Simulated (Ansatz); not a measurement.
# C$_{2}$H$_{5}$F (charge +1): geometry relaxation

The run: geometry relaxation of C$_{2}$H$_{5}$F, charge +1, multiplicity 2. Method and program: HF/STO-3G, UHF (Ansatz 0.2.0).

The starting geometry was optimised with HF/STO-3G. Figures and captions count atoms from 1; the log counts them from 0 in places.

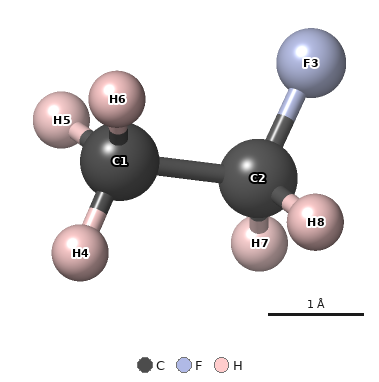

The structure as given in the input (ball-and-stick view, seen at an oblique angle; atoms are numbered from 1 in the order of the input). Bond lengths as drawn: C–C 1.55 Å, C–F 1.39 Å and C–H 1.09 to 1.10 Å.

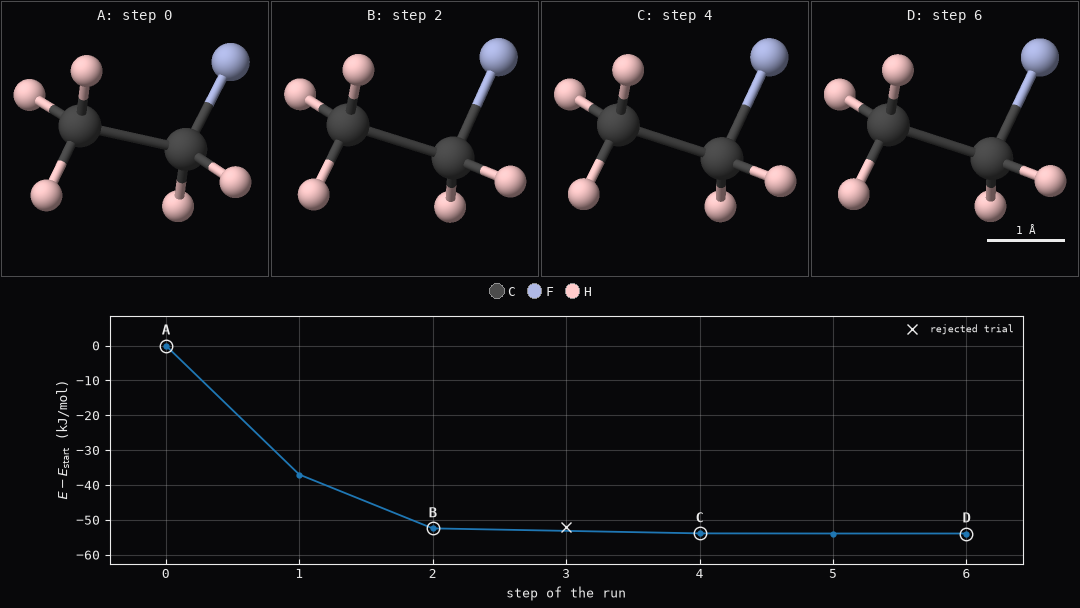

Frames of the relaxation (ball-and-stick view, seen at a tilt) above the curves, on which the letters mark them (the first geometry is step 0 here and step 1 in the log).

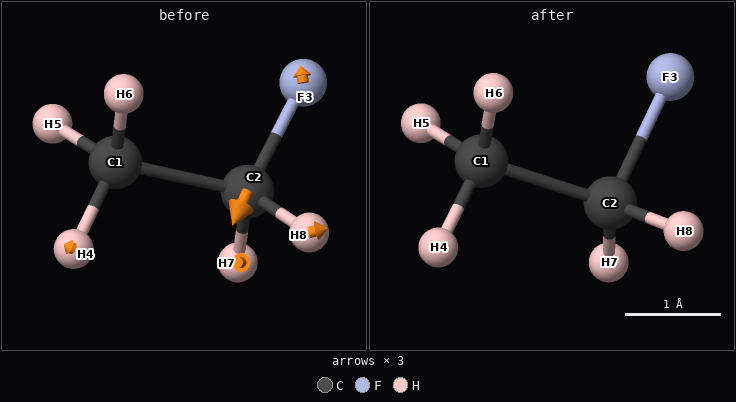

Before (left) and after (right) the relaxation, at one scale (ball-and-stick view, seen at a tilt). The orange arrows give the displacements, magnified 3 times. Over 6 geometry steps the energy falls by 53.9 kJ/mol. The largest force component goes from 5.7 to 0.005 eV/Å. The line search rejected the trial step at point 3 (counted from 0) and went back. The atom that moves furthest after the best rigid fit is C2 (0.14 Å). By element the largest moves are C 0.14 Å, H 0.07 Å, F 0.06 Å. Among the contacts that change: C2–F3 1.386 → 1.576 Å, C1–C2 1.547 → 1.534 Å, C1–H4 1.085 → 1.092 Å, C2–H7 1.099 → 1.105 Å. Among the angles that change: F3–C2–H7 109.4° → 100.7°, C1–C2–H7 109.6° → 116.7°, C1–C2–F3 111.2° → 104.2°. (Atoms are counted from 1 in the order of the input.)

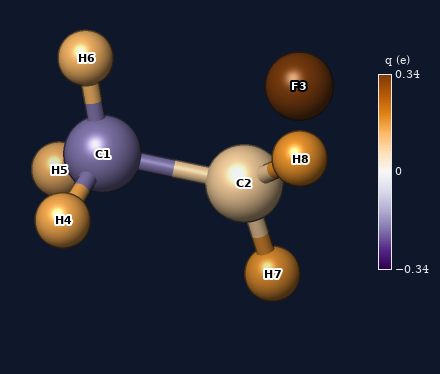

Mulliken charges, as the colour of each atom (ball-and-stick view, seen at a tilt; atoms are numbered from 1 in the order of the input). By element: C −0.20 to +0.09, F +0.33 and H +0.13 to +0.18 e.

These pictures come from the run below.

### Input
```yaml
crystal:
  periodic: [false, false, false]
  atoms:
    - {symbol: C, position_ang: [-0.442693, 0.580069, -0.270798]}
    - {symbol: C, position_ang: [0.408465, -0.605751, 0.241315]}
    - {symbol: F, position_ang: [1.694306, -0.198870, 0.558770]}
    - {symbol: H, position_ang: [-1.443652, 0.236511, -0.512351]}
    - {symbol: H, position_ang: [0.003090, 1.010024, -1.162509]}
    - {symbol: H, position_ang: [-0.512996, 1.352690, 0.488706]}
    - {symbol: H, position_ang: [0.452106, -1.388113, -0.529141]}
    - {symbol: H, position_ang: [-0.066525, -1.043760, 1.130208]}
basis:
  gaussian: {orbitals: STO-3G}
total_charge: 1
magnetization: {spin_polarized: true, initial_magnetization: 1}
hamiltonian: {xc: hf}
relax: {}
```

Run as:
```bash
ansatz run in.yaml --threads 1 --pin off --max-ram 3480MiB --events-out events.jsonl --progress --plain --runs-dir runs
```

### Output
```
The last accepted step is kept in runs//last_step.txt (removed where the run ends without a failure and the disk answers)
Functional definition: HF
  name "HF"
  exchange = exact_x
  correlation = 0
300 factors; integrals over basis functions are off by at most 1.4e-5 eV
mean field evaluation 1: about -4767.9898 eV, gradient 1.9e1 eV
mean field evaluation 2: about -4768.0923 eV, gradient 1.9e1 eV
mean field evaluation 4: about -4772.1710 eV, gradient 4.4e0 eV
mean field evaluation 8: about -4773.6561 eV, gradient 2.4e-1 eV
mean field evaluation 16: about -4773.6594 eV, gradient 1.4e-1 eV
mean field evaluation 32: about -4773.6748 eV, gradient 8.7e-1 eV
mean field evaluation 64: about -4771.6466 eV, gradient 1.3e1 eV
mean field evaluation 96: about -4773.3402 eV, gradient 2.5e0 eV
mean field -4773.71497656 eV, -175.4307896482 hartree, gradient 7.9e-6 eV, S^2 0.754232; 2 other end points of the search recorded, 0 dependent functions left out
the calculation of the forces begins
reference -4773.71497656 eV, -175.4307896482 hartree; 13, 12 occupied and 7, 8 virtual orbitals, 300 factors
relax step   1: F+E_penalty+E_count = -4773.71497656 eV  Δ(F+E_penalty+E_count) = +0.000e0 eV  max|allowed force component| = 5.667e0 eV/Å  Δτ_max = 0.0000 Å  (180 SCF iters, accepted)
these checks for a lower state are left out or cut short: starts, cluster_reference, orbital_swaps, neighbouring_geometries, increment
300 factors; integrals over basis functions are off by at most 2.1e-5 eV
mean field -4774.09824276 eV, -175.4448744216 hartree, gradient 6.0e-6 eV, S^2 0.753679; 0 other end points of the search recorded, 0 dependent functions left out
the calculation of the forces begins
reference -4774.09824276 eV, -175.4448744216 hartree; 13, 12 occupied and 7, 8 virtual orbitals, 300 factors
relax step   2: F+E_penalty+E_count = -4774.09824276 eV  Δ(F+E_penalty+E_count) = -3.833e-1 eV  max|allowed force component| = 2.802e0 eV/Å  Δτ_max = 0.0825 Å  (47 SCF iters, accepted)
these checks for a lower state are left out or cut short: starts, cluster_reference, orbital_swaps, neighbouring_geometries, increment
300 factors; integrals over basis functions are off by at most 1.8e-5 eV
mean field evaluation 128: about -4774.1570 eV, gradient 1.1e-1 eV
mean field -4774.25821170 eV, -175.4507531716 hartree, gradient 9.2e-6 eV, S^2 0.753973; 0 other end points of the search recorded, 0 dependent functions left out
the calculation of the forces begins
reference -4774.25821170 eV, -175.4507531716 hartree; 13, 12 occupied and 7, 8 virtual orbitals, 300 factors
relax step   3: F+E_penalty+E_count = -4774.25821170 eV  Δ(F+E_penalty+E_count) = -1.600e-1 eV  max|allowed force component| = 8.408e-1 eV/Å  Δτ_max = 0.0671 Å  (50 SCF iters, accepted)
these checks for a lower state are left out or cut short: starts, cluster_reference, orbital_swaps, neighbouring_geometries, increment
300 factors; integrals over basis functions are off by at most 2.1e-5 eV
mean field -4774.25395455 eV, -175.4505967243 hartree, gradient 5.2e-6 eV, S^2 0.754088; 0 other end points of the search recorded, 0 dependent functions left out
the calculation of the forces begins
reference -4774.25395455 eV, -175.4505967243 hartree; 13, 12 occupied and 7, 8 virtual orbitals, 300 factors
relax step   4: F+E_penalty+E_count = -4774.25395455 eV  Δ(F+E_penalty+E_count) = +4.257e-3 eV  max|allowed force component| = 7.998e-1 eV/Å  Δτ_max = 0.0390 Å  (43 SCF iters, rejected (line search))
these checks for a lower state are left out or cut short: starts, cluster_reference, orbital_swaps, neighbouring_geometries, increment
300 factors; integrals over basis functions are off by at most 1.9e-5 eV
mean field evaluation 160: about -4774.2730 eV, gradient 6.4e-6 eV
mean field -4774.27304555 eV, -175.4512983054 hartree, gradient 6.4e-6 eV, S^2 0.754059; 0 other end points of the search recorded, 0 dependent functions left out
the calculation of the forces begins
reference -4774.27304555 eV, -175.4512983054 hartree; 13, 12 occupied and 7, 8 virtual orbitals, 300 factors
relax step   5: F+E_penalty+E_count = -4774.27304555 eV  Δ(F+E_penalty+E_count) = -1.483e-2 eV  max|allowed force component| = 8.773e-2 eV/Å  Δτ_max = 0.0186 Å  (44 SCF iters, accepted)
these checks for a lower state are left out or cut short: starts, cluster_reference, orbital_swaps, neighbouring_geometries, increment
300 factors; integrals over basis functions are off by at most 1.9e-5 eV
mean field -4774.27344175 eV, -175.4513128654 hartree, gradient 9.7e-6 eV, S^2 0.754077; 0 other end points of the search recorded, 0 dependent functions left out
the calculation of the forces begins
reference -4774.27344175 eV, -175.4513128654 hartree; 13, 12 occupied and 7, 8 virtual orbitals, 300 factors
relax step   6: F+E_penalty+E_count = -4774.27344175 eV  Δ(F+E_penalty+E_count) = -3.962e-4 eV  max|allowed force component| = 2.472e-2 eV/Å  Δτ_max = 0.0086 Å  (42 SCF iters, accepted)
these checks for a lower state are left out or cut short: starts, cluster_reference, orbital_swaps, neighbouring_geometries, increment
300 factors; integrals over basis functions are off by at most 1.9e-5 eV
mean field -4774.27345603 eV, -175.4513133903 hartree, gradient 8.2e-6 eV, S^2 0.754076; 0 other end points of the search recorded, 0 dependent functions left out
the calculation of the forces begins
reference -4774.27345603 eV, -175.4513133903 hartree; 13, 12 occupied and 7, 8 virtual orbitals, 300 factors
relax step   7: F+E_penalty+E_count = -4774.27345603 eV  Δ(F+E_penalty+E_count) = -1.428e-5 eV  max|allowed force component| = 5.044e-3 eV/Å  Δτ_max = 0.0013 Å  (43 SCF iters, accepted)
300 factors; integrals over basis functions are off by at most 1.9e-5 eV
mean field evaluation 192: about -4774.2735 eV, gradient 1.4e-5 eV
mean field evaluation 224: about -4774.2630 eV, gradient 2.1e-2 eV
mean field evaluation 256: about -4773.2956 eV, gradient 7.7e0 eV
mean field evaluation 288: about -4768.8730 eV, gradient 2.3e1 eV
mean field -4774.27345603 eV, -175.4513133903 hartree, gradient 8.2e-6 eV, S^2 0.754076; 3 other end points of the search recorded, 0 dependent functions left out
the calculation of the forces begins
reference -4774.27345603 eV, -175.4513133903 hartree; 13, 12 occupied and 7, 8 virtual orbitals, 300 factors
Total energy: -4774.27345603 eV, -175.4513133903 hartree
Atom 0 at    -0.449476     0.603593    -0.277800 Å, force    -0.000197     0.005044    -0.001108 eV/Å
Atom 1 at     0.280214    -0.654549     0.211357 Å, force     0.003245    -0.003732     0.001789 eV/Å
Atom 2 at     1.731189    -0.148706     0.559885 Å, force    -0.000004    -0.000633     0.000130 eV/Å
Atom 3 at    -1.459767     0.271335    -0.524617 Å, force    -0.001223    -0.001060    -0.000162 eV/Å
Atom 4 at     0.021129     1.004928    -1.173118 Å, force    -0.000525     0.000025    -0.000112 eV/Å
Atom 5 at    -0.504443     1.353889     0.508437 Å, force    -0.000493     0.000004    -0.000213 eV/Å
Atom 6 at     0.507920    -1.423975    -0.547969 Å, force    -0.000247     0.000073    -0.000656 eV/Å
Atom 7 at    -0.034664    -1.063716     1.188024 Å, force    -0.000556     0.000278     0.000332 eV/Å
Dipole moment:     0.087425    -0.289641     0.087432 e Å
```

### Trajectory as extended XYZ (Å, eV, eV/Å), 7 frames, from step=1 to step=7
```
8
Properties=species:S:1:pos:R:3:forces:R:3 step=1 energy=-4773.71498
C    -0.4427    0.5801   -0.2708    0.6020   1.5697  -0.1376
C     0.4085   -0.6058    0.2413   -5.6672  -2.6029  -1.2311
F     1.6943   -0.1989    0.5588    3.6782   1.3483   0.8698
H    -1.4437    0.2365   -0.5124    0.0136  -0.5682   0.1221
H     0.0031    1.0100   -1.1625    0.0609  -0.0329  -0.1924
H    -0.5130    1.3527    0.4887   -0.0586   0.0465   0.1902
H     0.4521   -1.3881   -0.5291    0.8277   0.0254  -0.2652
H    -0.0665   -1.0438    1.1302    0.5435   0.2141   0.6440
8
Properties=species:S:1:pos:R:3:forces:R:3 step=2 energy=-4774.09824
C    -0.4326    0.6138   -0.2746    0.0949  -0.3393   0.1001
C     0.3388   -0.6479    0.2283   -2.8025  -0.6095  -0.7494
F     1.6687   -0.1650    0.5437    2.3341   0.7353   0.5769
H    -1.4235    0.2209   -0.5028   -0.0833   0.1782  -0.0630
H     0.0184    1.0239   -1.1774    0.0182  -0.0899   0.0328
H    -0.5069    1.3727    0.5033    0.0228  -0.0930   0.0180
H     0.4855   -1.4176   -0.5547    0.1673   0.1360   0.1722
H    -0.0562   -1.0579    1.1785    0.2485   0.0821  -0.0875
8
Properties=species:S:1:pos:R:3:forces:R:3 step=3 energy=-4774.25821
C    -0.4527    0.6069   -0.2795    0.3399  -0.4284   0.1951
C     0.2983   -0.6605    0.2182   -0.8408   0.3079  -0.3267
F     1.7211   -0.1345    0.5538    0.1940  -0.0325   0.0674
H    -1.4633    0.2699   -0.5254    0.1040   0.0335   0.0256
H     0.0290    1.0030   -1.1727   -0.0820   0.0292   0.0272
H    -0.4979    1.3528    0.5131   -0.0498   0.0078  -0.0760
H     0.5011   -1.4282   -0.5528    0.1371   0.0613   0.1405
H    -0.0434   -1.0666    1.1895    0.1975   0.0212  -0.0530
8
Properties=species:S:1:pos:R:3:forces:R:3 step=4 energy=-4774.25396 accepted=F
C    -0.4523    0.5994   -0.2778    0.6415   0.7776   0.0391
C     0.2620   -0.6539    0.2055    0.6392  -0.0506   0.2103
F     1.7202   -0.1534    0.5574    0.0878   0.0803   0.0108
H    -1.4450    0.2638   -0.5184   -0.7998  -0.1099  -0.2272
H     0.0245    1.0061   -1.1754   -0.1679  -0.1487   0.2151
H    -0.5027    1.3561    0.5116   -0.0382  -0.2348  -0.1999
H     0.5134   -1.4174   -0.5454   -0.1318  -0.1898  -0.1826
H    -0.0280   -1.0579    1.1867   -0.2309  -0.1240   0.1344
8
Properties=species:S:1:pos:R:3:forces:R:3 step=5 energy=-4774.27305
C    -0.4500    0.6030   -0.2778    0.0877   0.0076   0.0259
C     0.2812   -0.6563    0.2120   -0.0844   0.0282  -0.0322
F     1.7270   -0.1417    0.5571    0.0295  -0.0250   0.0144
H    -1.4599    0.2721   -0.5248   -0.0283  -0.0012  -0.0086
H     0.0245    1.0039   -1.1722   -0.0338  -0.0098   0.0191
H    -0.5013    1.3530    0.5099   -0.0186  -0.0199  -0.0293
H     0.5067   -1.4258   -0.5483    0.0202   0.0125   0.0171
H    -0.0361   -1.0654    1.1883    0.0276   0.0076  -0.0064
8
Properties=species:S:1:pos:R:3:forces:R:3 step=6 energy=-4774.27344
C    -0.4500    0.6034   -0.2779    0.0247   0.0167   0.0043
C     0.2803   -0.6548    0.2114   -0.0052   0.0016  -0.0020
F     1.7312   -0.1487    0.5599   -0.0011   0.0018  -0.0007
H    -1.4603    0.2724   -0.5250   -0.0105  -0.0121  -0.0008
H     0.0210    1.0051   -1.1730   -0.0027  -0.0046   0.0034
H    -0.5045    1.3540    0.5083   -0.0009  -0.0058  -0.0023
H     0.5084   -1.4244   -0.5476   -0.0015   0.0007  -0.0030
H    -0.0341   -1.0641    1.1882   -0.0028   0.0016   0.0012
8
Properties=species:S:1:pos:R:3:forces:R:3 step=7 energy=-4774.27346
C    -0.4495    0.6036   -0.2778   -0.0002   0.0050  -0.0011
C     0.2802   -0.6545    0.2114    0.0032  -0.0037   0.0018
F     1.7312   -0.1487    0.5599    0.0000  -0.0006   0.0001
H    -1.4598    0.2713   -0.5246   -0.0012  -0.0011  -0.0002
H     0.0211    1.0049   -1.1731   -0.0005   0.0000  -0.0001
H    -0.5044    1.3539    0.5084   -0.0005   0.0000  -0.0002
H     0.5079   -1.4240   -0.5480   -0.0002   0.0001  -0.0007
H    -0.0347   -1.0637    1.1880   -0.0006   0.0003   0.0003
```

### Summary

- outcome: converged
- total energy: −175.451313 hartree
- basis functions: 20
- largest force: 0.005 eV/Å
- ⟨S²⟩: 0.754
- SCF solution under orbital rotations: stable
- hardware: 1 thread of Arm Neoverse V1, 24 GiB of memory available, shared host
- wall time: 2.6 s
- peak memory: 0.085 GiB
